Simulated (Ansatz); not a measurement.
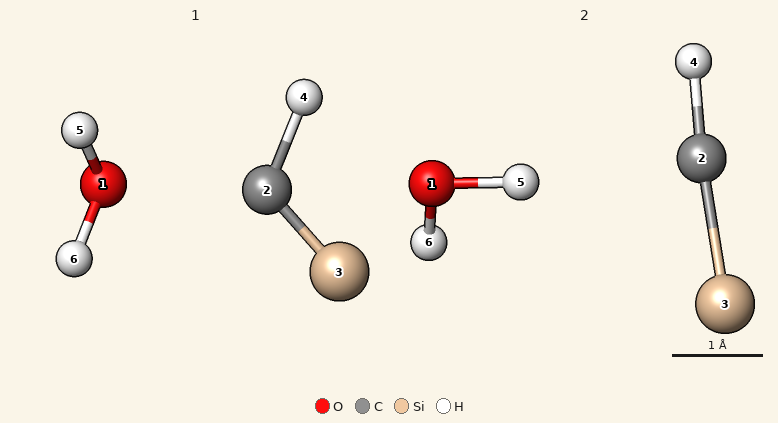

Two geometries of CH₃OSi (charge −1), drawn at one scale. One is the start of a relaxation, the other its converged end. The picture is a ball-and-stick view, seen at a tilt.

These are results of Ansatz, RKS PBE-D4/def2-SVPD, not measurements. Set-up: force threshold 0.03 eV/Å; at most 250 steps.

**Which one is relaxed?**

Structure 2 is the relaxed one. It is one of the separated reactants of a reaction. The energy falls by 11.885 eV in 16 accepted moves (19 points after the start). Largest force component: 40 eV/Å at the start, 0.024 eV/Å at the end. The line search rejected the trial steps at points 9, 13, 14 of the run. The forces were under the threshold at step 12, but the run went on from there. The atom that moves furthest after the best rigid fit is O1 (0.85 Å). By element the largest moves are O 0.85 Å, H 0.83 Å, C 0.63 Å, Si 0.46 Å. Some distances before and after: O1–C2 1.900 → 3.038 Å, C2–Si3 1.227 → 1.665 Å, O1–H5 0.970 → 1.009 Å, C2–H4 1.136 → 1.099 Å. Bond angles that change, for instance: Si3–C2–H4 116.3° → 175.6°.
